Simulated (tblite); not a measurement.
# B$_{5}$H$_{9}$: nudged elastic band

The run: nudged elastic band of B$_{5}$H$_{9}$ (nido-B5H9). Method and program: GFN2-xTB climbing-image nudged elastic band, gas phase (tblite 0.8.0).

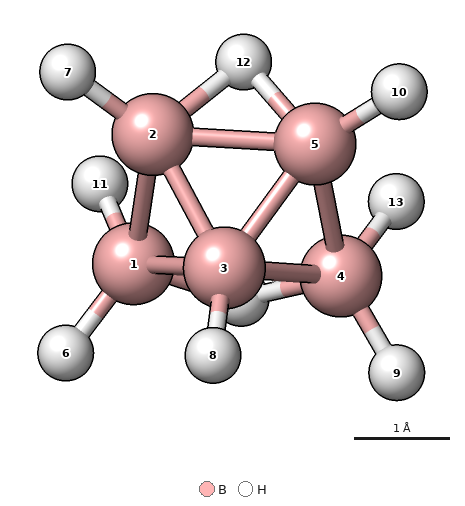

*The input geometry (ball-and-stick view, seen at a tilt; atoms are numbered from 1 in the order of the input).*

Bond lengths as drawn: B–B 1.62 to 1.88 Å and B–H 1.17 to 1.32 Å.

**Results in brief**

```csv
quantity,value
outcome,converged
forward barrier,0.278 eV
hardware,"1 CPU thread, shared host"
wall time,1.4 s
peak memory,0.18 GiB
```

**Input file**
```
{"job": {"xc": "GFN2-xTB", "basis": "xTB", "kind": "neb"}, "charge": 0, "multiplicity": 1}
B     -1.103023     0.755884     0.167497
B      0.445649     0.495496     1.198895
B     -0.236974    -0.833283     0.565136
B     -0.034985    -0.533549    -1.252272
B      1.280791    -0.512323     0.089167
H     -2.242700     0.623129     0.444350
H      0.615709     1.039483     2.220682
H     -0.867854    -1.747363     0.920683
H     -0.537382    -1.436513    -1.822581
H      2.324252    -1.022952    -0.050110
H     -0.795710     1.903851     0.084685
H      1.428163     0.777049     0.355697
H      0.730311     0.060165    -1.945656
H     -0.962223     0.382215    -1.084350
```

The first line tells a small driver script what to run in tblite; the rest is the geometry in Å.

Launched with:
```bash
OMP_NUM_THREADS=1 python <driver script> task.json out
```

**Log**
```
image   E - E0 / eV
  0       0.0000
  1       0.0350
  2       0.2108
  3       0.2758
  4       0.2536
  5       0.2776
  6       0.2518
```
